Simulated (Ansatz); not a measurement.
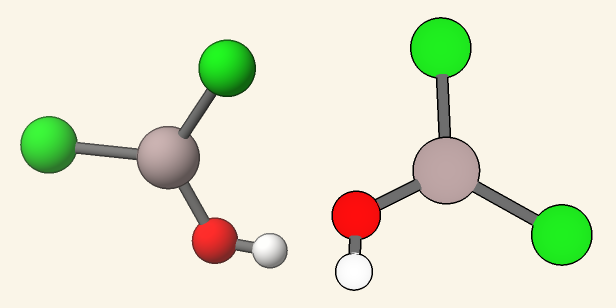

Two views of one molecule. Colours: aluminium light grey, chlorine green, oxygen red, hydrogen white.

The computed structure is the end point of a PBE0-D4/def2-TZVP optimisation.

Which formula does it have?

AlCl2HO, 5 atoms: 1 aluminium, 2 chlorine, 1 hydrogen and 1 oxygen.

How many atoms are distinct by symmetry?

5: 1 Al, 1 Cl, 1 Cl, 1 O, 1 H.

Count the bonded pairs by element.

2 Al–Cl, 1 Al–O, 1 O–H. Sticks follow a distance rule.

More results for the same structure follow; atom numbers are the same in all pictures, views and colours differ.

Geometry

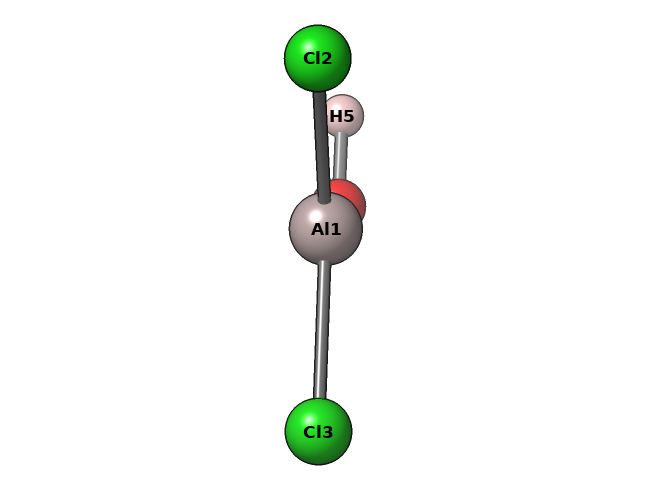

O4 lies behind Al1. The molecule seen nearly along the Al1–O4 bond, Al1 in front. Distant atoms are faded towards the background colour.

What is the torsion angle Cl2–Al1–O4–H5? The sign is positive where the front bond must turn clockwise to cover the back bond.

0°, synperiplanar (eclipsed).

Vibrations

Harmonic vibrations computed with RKS PBE0-D4/def2-TZVP (Ansatz 0.2.0) at a stationary point of the same level.

List the wavenumbers.

9 modes: 150, 194, 230, 359, 438, 588, 668, 910, 3957 cm⁻¹.

Electronic properties

Properties computed with RKS PBE0-D4/def2-TZVPP (Ansatz 0.2.0).

Computed properties:

- HOMO energy (Kohn–Sham orbital): −9.31 eV
- LUMO energy (Kohn–Sham orbital): −0.97 eV
- HOMO–LUMO gap: 8.34 eV

Thermal motion

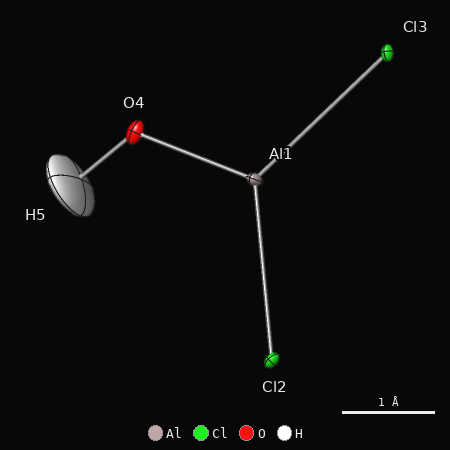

Displacement ellipsoids at the 50 % level, from the internal vibrations of the free molecule (harmonic, no overall translation or rotation; no half-axis is drawn under 0.075 Å). Vibrations computed with RKS PBE0-D4/def2-TZVP (Ansatz 0.2.0). Temperature: 400 K.

List U_eq and the three principal root-mean-square amplitudes for each kind of atom.

```json
{"atom": "Al1", "U_eq (Å²)": "0.0034", "rms amplitudes (Å)": "0.039, 0.060, 0.071"}
{"atom": "Cl2", "U_eq (Å²)": "0.0021", "rms amplitudes (Å)": "0.017, 0.040, 0.066"}
{"atom": "Cl3", "U_eq (Å²)": "0.0021", "rms amplitudes (Å)": "0.017, 0.040, 0.066"}
{"atom": "O4", "U_eq (Å²)": "0.0050", "rms amplitudes (Å)": "0.046, 0.066, 0.093"}
{"atom": "H5", "U_eq (Å²)": "0.0495", "rms amplitudes (Å)": "0.097, 0.243, 0.283"}
```

Dipole moment

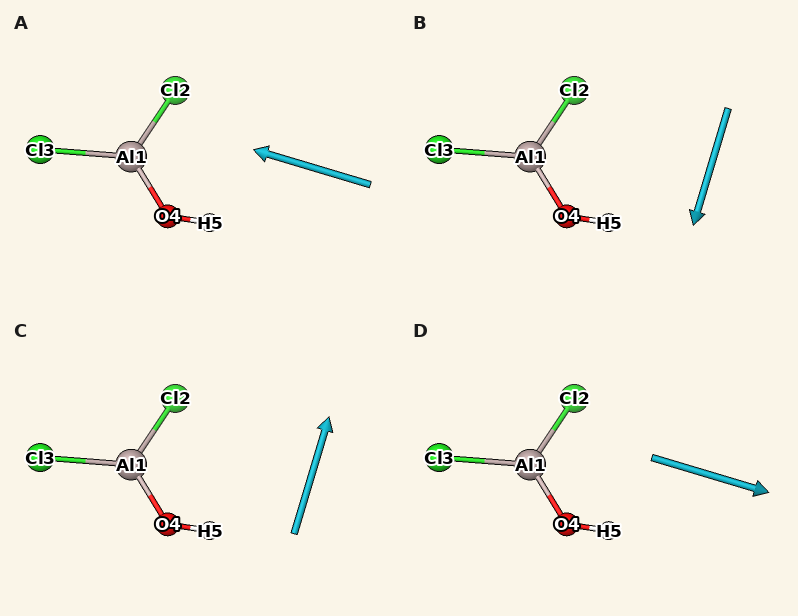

The same molecule four times, each with an arrow. Method: RKS PBE0-D4/def2-TZVP (Ansatz 0.2.0).

Which arrow points along the dipole moment, from the negative to the positive end?

D. The dipole moment is 1.67 D; it points from the side of Cl3 to the side of H5 (the outermost atoms at the two ends).
